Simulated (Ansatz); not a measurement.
**BH2ClO (SMILES OBCl) at B3LYP/6-31G(d) (spherical functions)**

Aim: the vertical singlet–triplet gap of BH2ClO at B3LYP/6-31G* (spherical functions), from 2 runs. 

Program for the calculation: Ansatz 0.2.0.

64 further runs of the same task are left out: 64 set aside as unsound or not needed.

## (1) The molecule

BH2ClO has 5 atoms, charge 0, and is taken as a singlet. SMILES: `OBCl`. The shape is that of a PBE0-D4/def2-TZVP optimisation. This is one conformer, not always the lowest.

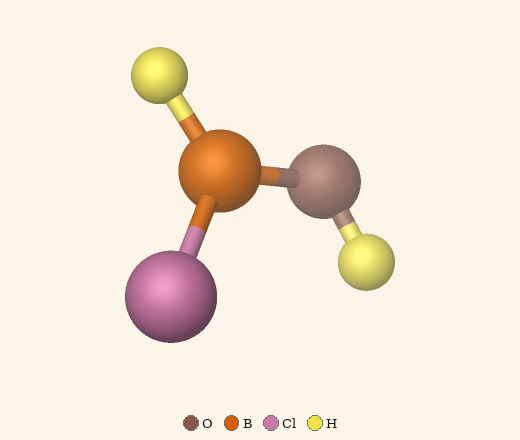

The structure, seen from a chosen angle (oxygen brown, boron orange, chlorine pink, hydrogen yellow).

## (2) A single-point energy at B3LYP/6-31G(d) (spherical functions)

The input, molecule.yaml:

```yaml
crystal:
  periodic: [false, false, false]
  atoms:
    - {symbol: O, position_ang: [-0.863300, -0.618600, -0.002900]}
    - {symbol: B, position_ang: [0.379000, -0.137200, 0.137900]}
    - {symbol: Cl, position_ang: [0.788600, 1.496000, -0.395300]}
    - {symbol: H, position_ang: [-1.477700, 0.001200, -0.409700]}
    - {symbol: H, position_ang: [1.223300, -0.815100, 0.628600]}
basis:
  gaussian:
    orbitals: 6-31G_st_-spherical.json
accuracy: high
output: {orbitals: {seedname: orbitals}}
hamiltonian:
  xc: {name: B3LYP}
```

The basis set 6-31G* is read from a file made from the Basis Set Exchange's data (not shown).

Started as:

```
$ ansatz run molecule.yaml --threads 1 --pin off --max-ram 3480MiB --events-out events.jsonl --progress --plain --runs-dir runs
```

Standard output:

```text
Warning: RAYON_NUM_THREADS=1 ignored (pool sized by the plan → 1); use --threads N
Functional definition: B3LYP
  name "B3LYP"
  parameter a0 = 0.2
  parameter ax = 0.72
  parameter ac = 0.81
  exchange = (1 - a0 - ax)*slater_x + ax*b88_x + a0*exact_x
  correlation = (1 - ac)*vwn_rpa_c + ac*lyp_c
1065 factors; integrals over basis functions are off by at most 3.7e-9 eV
mean field evaluation 1: about -15277.5014 eV, gradient 4.3e1 eV
mean field evaluation 2: about -15270.7464 eV, gradient 7.4e1 eV
mean field evaluation 4: about -15280.7206 eV, gradient 1.3e0 eV
mean field evaluation 8: about -15280.7220 eV, gradient 1.9e-2 eV
mean field evaluation 16: about -15280.7220 eV, gradient 4.0e-7 eV
mean field -15280.72198119 eV, -561.5561751632 hartree, gradient 5.3e-8 eV, S^2 0.000000; 0 other end points of the search recorded, 0 dependent functions left out
reference -15280.72201185 eV, -561.5561762902 hartree; 16, 16 occupied and 34, 34 virtual orbitals, 1065 factors
Total energy: -15280.72201185 eV, -561.5561762902 hartree
```

It took 2.4 s on 1 thread of Arm Neoverse V2, shared host; peak memory 0.13 GiB.

## (3) The triplet at the same level

The input, run.yaml:

```yaml
crystal:
  periodic: [false, false, false]
  atoms:
    - {symbol: O, position_ang: [-0.863300, -0.618600, -0.002900]}
    - {symbol: B, position_ang: [0.379000, -0.137200, 0.137900]}
    - {symbol: Cl, position_ang: [0.788600, 1.496000, -0.395300]}
    - {symbol: H, position_ang: [-1.477700, 0.001200, -0.409700]}
    - {symbol: H, position_ang: [1.223300, -0.815100, 0.628600]}
basis:
  gaussian:
    orbitals: 6-31G_st_-spherical.json
magnetization:
  spin_polarized: true
  initial_magnetization: 2
hamiltonian:
  xc: {name: B3LYP}
accuracy: high
output: {orbitals: {seedname: orbitals}}
```

The basis set 6-31G* is read from a file made from the Basis Set Exchange's data (not shown).

Started as:

```
$ ansatz run run.yaml --threads 1 --pin off --max-ram 3480MiB --events-out events.jsonl --progress --plain --runs-dir runs
```

Standard output (excerpt; [...] marks lines left out):

```text
Warning: RAYON_NUM_THREADS=1 ignored (pool sized by the plan → 1); use --threads N
[... 7 set-up lines as earlier in the session ...]
1066 factors; integrals over basis functions are off by at most 3.6e-9 eV
mean field evaluation 1: about -15267.1753 eV, gradient 3.8e1 eV
mean field evaluation 2: about -15246.1760 eV, gradient 7.7e1 eV
mean field evaluation 4: about -15272.8823 eV, gradient 8.7e0 eV
mean field evaluation 8: about -15273.5746 eV, gradient 8.2e-1 eV
mean field evaluation 16: about -15273.5805 eV, gradient 5.6e-2 eV
mean field evaluation 32: about -15273.5808 eV, gradient 8.4e-6 eV
mean field evaluation 64: about -15273.6188 eV, gradient 3.4e0 eV
mean field -15273.69364108 eV, -561.2978884283 hartree, gradient 6.1e-8 eV, S^2 2.003966; 5 other end points of the search recorded, 0 dependent functions left out
reference -15273.69367185 eV, -561.2978895590 hartree; 17, 15 occupied and 33, 35 virtual orbitals, 1066 factors
Total energy: -15273.69367185 eV, -561.2978895590 hartree
```

Wall time 14 s (1 thread of Arm Neoverse V2, shared host); peak memory 0.18 GiB.

## (4) What came out

At B3LYP/6-31G* (spherical functions):

| quantity | value |
| --- | --- |
| singlet: total energy | -561.55618 Eh |
| singlet: HOMO energy | -8.72 eV |
| singlet: LUMO energy | -0.21 eV |
| singlet: HOMO–LUMO gap | 8.51 eV |
| triplet: total energy | -561.29789 Eh |
| triplet: HOMO energy (highest over α and β) | -2.18 eV |
| triplet: ⟨S²⟩ | 2.004 |
| vertical energy of the triplet above the singlet | 7.028 eV |

**Reading.** At this shape the triplet lies 7.03 eV (678 kJ/mol) above the singlet.
